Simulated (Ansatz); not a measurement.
# doublet GaSiH7O+: levels of theory compared

Wanted: a comparison of 4 runs (U-wB97X/6-31G*, UB3LYP/6-31G*, UPBE-QIDH/6-31G*, UBCCD(T)/6-31G*) of doublet GaSiH7O+. 

The results are computed with Ansatz 0.2.0.

67 further runs of the same task are left out: 1 that didn't finish, 66 set aside as unsound or not needed.

**1. The system as given**

The species is GaSiH7O+ (10 atoms), meant as a doublet with charge +1. SMILES of the parent species: `[SiH3][OH+][GaH3-]`. The coordinates come from a PBE0-D4/def2-TZVP relaxation. That shape belongs to the parent species and isn't relaxed for this state.

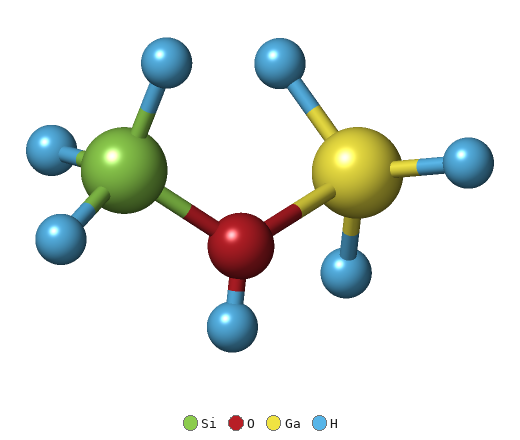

The structure, seen from a chosen angle (silicon green, oxygen red, gallium yellow, hydrogen blue).

**2. A single-point energy at U-wB97X/6-31G(d) (spherical functions) (run 1)**

Contents of molecule.yaml:

```yaml
crystal:
  periodic: [false, false, false]
  atoms:
    - {symbol: Si, position_ang: [-0.484700, 0.680100, -1.289300]}
    - {symbol: O, position_ang: [-0.772200, -0.233700, 0.097500]}
    - {symbol: Ga, position_ang: [0.882100, -0.551000, 1.475200]}
    - {symbol: H, position_ang: [-1.767100, 0.740000, -2.035000]}
    - {symbol: H, position_ang: [0.556000, 0.040700, -2.124900]}
    - {symbol: H, position_ang: [-0.069600, 2.013200, -0.814500]}
    - {symbol: H, position_ang: [-1.323900, -1.014800, 0.010100]}
    - {symbol: H, position_ang: [0.306600, 0.146600, 2.760300]}
    - {symbol: H, position_ang: [1.885600, 0.253500, 0.552600]}
    - {symbol: H, position_ang: [0.870300, -2.125600, 1.370900]}
basis:
  gaussian:
    orbitals: 6-31G_st_-spherical.json
hamiltonian:
  xc: {name: wB97X}
accuracy: high
magnetization:
  spin_polarized: true
  initial_magnetization: 1
total_charge: 1
output: {orbitals: {seedname: orbitals}}
```

The basis set 6-31G* is read from a file made from the Basis Set Exchange's data (not shown).

Run with:

```console
$ ansatz run molecule.yaml --threads 1 --pin off --max-ram 3480MiB --events-out events.jsonl --progress --plain --runs-dir runs
```

Output:

```text
Warning: RAYON_NUM_THREADS=1 ignored (pool sized by the plan → 1); use --threads N
Functional definition: wB97X
  name "wB97X"
  parameter omega = 0.3/bohr
  parameter cx = 0.157706
  parameter cx1 = 0.726479
  parameter cx2 = 1.04760
  parameter cx3 = -5.70635
  parameter cx4 = 13.2794
  parameter css1 = -4.33879
  parameter css2 = 18.2308
  parameter css3 = -31.7430
  parameter css4 = 17.2901
  parameter cos1 = 2.37031
  parameter cos2 = -11.3995
  parameter cos3 = 6.58405
  parameter cos4 = -3.78132
  exchange = spin_sum(e_x_unif_sr(omega)*poly(b97_u_x, 1 - cx, cx1, cx2, cx3, cx4)) + cx*exact_x_sr(omega)
      + exact_x_lr(omega)
  correlation = spin_sum(e_c_pw_same_spin*poly(b97_u_same, 1, css1, css2, css3, css4))
      + integral(e_c_pw_opposite_spin*poly(b97_u_opposite, 1, cos1, cos2, cos3, cos4))
1779 factors; integrals over basis functions are off by at most 4.7e-9 eV
406 factors; integrals over basis functions are off by at most 2.3e-9 eV
mean field evaluation 1: about -62390.4071 eV, gradient 4.8e1 eV
mean field evaluation 2: about -62373.8539 eV, gradient 7.6e1 eV
mean field evaluation 4: about -62398.8864 eV, gradient 1.8e0 eV
mean field evaluation 8: about -62399.0356 eV, gradient 2.3e-1 eV
mean field evaluation 16: about -62399.0536 eV, gradient 1.2e-1 eV
mean field evaluation 32: about -62399.0010 eV, gradient 2.1e0 eV
mean field -62399.06606109 eV, -2293.1233821392 hartree, gradient 2.5e-8 eV, S^2 0.761642; 2 other end points of the search recorded, 0 dependent functions left out
reference -62399.06605637 eV, -2293.1233819655 hartree; 30, 29 occupied and 48, 49 virtual orbitals, 1779 factors
Total energy: -62399.06605637 eV, -2293.1233819655 hartree
```

It took 2.1 min on 1 thread of Arm Neoverse V1, shared host; peak memory 0.96 GiB.

**3. The energy at UB3LYP/6-31G(d) (spherical functions) (run 2)**

Contents of job.yaml:

```yaml
basis:
  gaussian: {orbitals: 6-31G_st_-spherical.json}
crystal:
  periodic: [false, false, false]
  atoms:
    - {symbol: Si, position_ang: [-0.484700, 0.680100, -1.289300]}
    - {symbol: O, position_ang: [-0.772200, -0.233700, 0.097500]}
    - {symbol: Ga, position_ang: [0.882100, -0.551000, 1.475200]}
    - {symbol: H, position_ang: [-1.767100, 0.740000, -2.035000]}
    - {symbol: H, position_ang: [0.556000, 0.040700, -2.124900]}
    - {symbol: H, position_ang: [-0.069600, 2.013200, -0.814500]}
    - {symbol: H, position_ang: [-1.323900, -1.014800, 0.010100]}
    - {symbol: H, position_ang: [0.306600, 0.146600, 2.760300]}
    - {symbol: H, position_ang: [1.885600, 0.253500, 0.552600]}
    - {symbol: H, position_ang: [0.870300, -2.125600, 1.370900]}
total_charge: 1
magnetization: {spin_polarized: true, initial_magnetization: 1}
hamiltonian: {xc: {name: B3LYP}}
accuracy: high
output: {orbitals: {seedname: orbitals}}
```

The basis set 6-31G* is read from a file made from the Basis Set Exchange's data (not shown).

Run with:

```console
$ ansatz run job.yaml --threads 1 --pin off --max-ram 3480MiB --events-out events.jsonl --progress --plain --runs-dir runs
```

Output:

```text
Warning: RAYON_NUM_THREADS=1 ignored (pool sized by the plan → 1); use --threads N
Functional definition: B3LYP
  name "B3LYP"
  parameter a0 = 0.2
  parameter ax = 0.72
  parameter ac = 0.81
  exchange = (1 - a0 - ax)*slater_x + ax*b88_x + a0*exact_x
  correlation = (1 - ac)*vwn_rpa_c + ac*lyp_c
1779 factors; integrals over basis functions are off by at most 4.7e-9 eV
mean field evaluation 1: about -62389.3346 eV, gradient 5.5e1 eV
mean field evaluation 2: about -62318.8751 eV, gradient 1.2e2 eV
mean field evaluation 4: about -62400.2330 eV, gradient 7.0e0 eV
mean field evaluation 8: about -62400.7077 eV, gradient 5.0e-1 eV
mean field evaluation 16: about -62400.7235 eV, gradient 8.3e-2 eV
mean field evaluation 32: about -62400.7236 eV, gradient 2.1e-5 eV
mean field evaluation 64: about -62400.6523 eV, gradient 2.0e0 eV
mean field -62400.72363946 eV, -2293.1842970204 hartree, gradient 3.3e-8 eV, S^2 0.759188; 9 other end points of the search recorded, 0 dependent functions left out
reference -62400.72368656 eV, -2293.1842987514 hartree; 30, 29 occupied and 48, 49 virtual orbitals, 1779 factors
Total energy: -62400.72368656 eV, -2293.1842987514 hartree
```

It took 52 s on 1 thread of Arm Neoverse V1, shared host; peak memory 0.49 GiB.

Run 3 isn't shown in full; the table further down has it.

**4. The energy at UBCCD(T)/6-31G(d) (spherical functions) (run 4)**

Contents of in.yaml:

```yaml
crystal:
  periodic: [false, false, false]
  atoms:
    - {symbol: Si, position_ang: [-0.484700, 0.680100, -1.289300]}
    - {symbol: O, position_ang: [-0.772200, -0.233700, 0.097500]}
    - {symbol: Ga, position_ang: [0.882100, -0.551000, 1.475200]}
    - {symbol: H, position_ang: [-1.767100, 0.740000, -2.035000]}
    - {symbol: H, position_ang: [0.556000, 0.040700, -2.124900]}
    - {symbol: H, position_ang: [-0.069600, 2.013200, -0.814500]}
    - {symbol: H, position_ang: [-1.323900, -1.014800, 0.010100]}
    - {symbol: H, position_ang: [0.306600, 0.146600, 2.760300]}
    - {symbol: H, position_ang: [1.885600, 0.253500, 0.552600]}
    - {symbol: H, position_ang: [0.870300, -2.125600, 1.370900]}
basis:
  gaussian: {orbitals: 6-31G_st_-spherical.json}
total_charge: 1
magnetization: {spin_polarized: true, initial_magnetization: 1}
correlation: {method: bccd_t, frozen_orbitals: {Ga: 9, H: 0, O: 1, Si: 5}}
accuracy: high
scf: {omitted_lower_state_checks: [cluster_reference, increment]}
```

The basis set 6-31G* is read from a file made from the Basis Set Exchange's data (not shown).

Run with:

```console
$ ansatz run in.yaml --threads 1 --pin off --max-ram 3480MiB --events-out events.jsonl --progress --plain --runs-dir runs
```

Output:

```text
Warning: RAYON_NUM_THREADS=1 ignored (pool sized by the plan → 1); use --threads N
[... 14 lines left out ...]
15 core orbitals not correlated: weight in the atoms' cores, before any rotation towards them, 1.000 or more for the frozen orbitals, at most 0.000 for the correlated occupied ones
[... 43 lines left out ...]
Total energy: -62341.07952687 eV, -2290.9924163109 hartree
Checks for a lower state left out: cluster_reference, increment
```

Run time: 1.9 min. Hardware: 1 thread of Arm Neoverse V1, shared host; peak memory 0.82 GiB.

**5. The series**

```
run                                   level  frozen core orbitals   energy (Eh)  HOMO energy (eV)  LUMO energy (eV)   ⟨S²⟩  wall time
  1    U-wB97X/6-31G* (spherical functions)                     –  -2293.123382            -16.14            -10.59  0.762    2.1 min
  2     UB3LYP/6-31G* (spherical functions)                     –  -2293.184299            -13.62            -12.50  0.759       52 s
  3  UPBE-QIDH/6-31G* (spherical functions)                    15  -2292.159746            -15.65            -10.54  0.781       55 s
  4   UBCCD(T)/6-31G* (spherical functions)                    15  -2290.992416                 –                 –  0.776    1.9 min
```

**6. Summary of results**

| quantity | value |
| --- | --- |
| run 4: total energy | -2290.99242 Eh |
| run 4: correlation energy (15 core orbitals frozen) | -529.3 mEh |
| run 4: (T) correction | -12.83 mEh |
| run 4: ⟨S²⟩ of the reference determinant | 0.776 |

What this shows: Totals of different functionals can't be ranked against each other. All runs together took 5.7 min, the longest 2.1 min.
